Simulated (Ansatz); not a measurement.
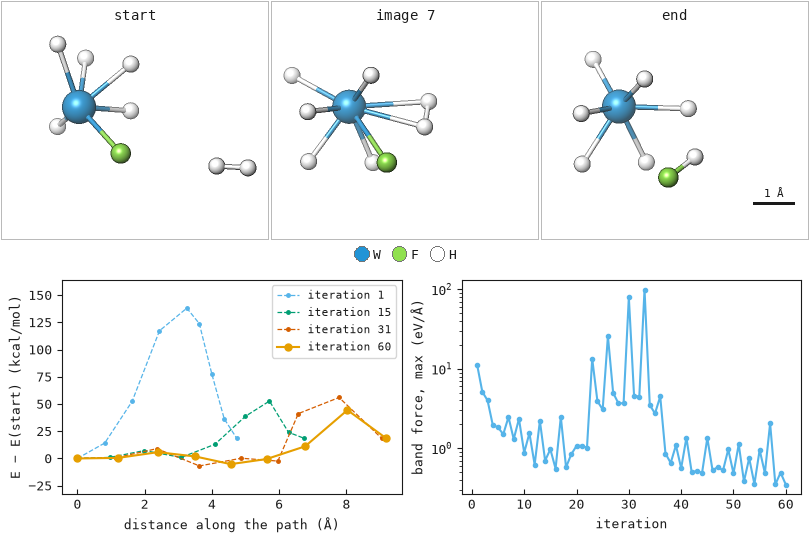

NEB run on WH₇F, made up at the start of WH5F and H₂. Images are numbered from 0 (start) to 8 (end). The plot follows the band through its iterations. Style: ball-and-stick. Shown from a free direction.

All numbers below come from RKS PBE-D4/def2-SVP (Ansatz 0.2.0). Settings: 7 movable images; climbing image; force threshold 0.05 eV/Å; iteration limit 60; optimiser L-BFGS; largest step 0.5 Å; starting path through a guess of the saddle point.

Did the band converge, and can the barrier be trusted?

The result isn't final. The band hadn't converged when the run stopped after 60 iterations. The largest component of the band force went from 11 to 0.35 eV/Å. The barrier read from it is provisional, though the highest image hardly moved in the last two iterations. The step length is far from the usual. The first iteration put the highest image at 138.1 kcal/mol. Relative to the start the highest point is image 7 at +44.4 kcal/mol and the end lies at +18.5 kcal/mol, but the profile dips to −5.2 kcal/mol at image 4 on the way, so there may be more than one step; on an unconverged band the side maxima are provisional.

Limits of the set-up: the start holds two separate molecules, 2.4 Å apart at their closest, whose relative position is a soft coordinate.

Cost: 18 min on 1 thread of Arm Neoverse V1, on a shared host, peak memory 0.15 GiB.
